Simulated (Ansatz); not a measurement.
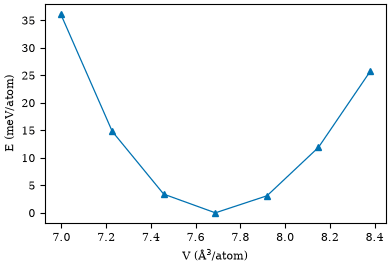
O (bcc (W type), Im-3m) under volume change, plane-wave PAW PBE+D3(BJ) (Ansatz code), scaled uniformly.

What does a third-order Birch–Murnaghan fit give for V₀, B₀ and B′?

V₀ = 7.68 Å³/atom, B₀ = 157 GPa, B′ = 5.1.

The cell is a constructed one: a structure type filled with these elements; neither database checked (COD, Materials Project) lists it. It is not the usual solid phase (space group No. 12). The PBE+D3(BJ) relaxation kept the symmetry of its start. At this level the phase is mechanically unstable. The final state is ferromagnetic, the only order run, not a proven ground state. The substance is a gas or liquid at ambient conditions. No Hubbard U is applied.

Potentials: the later of the program's two PAW sets.
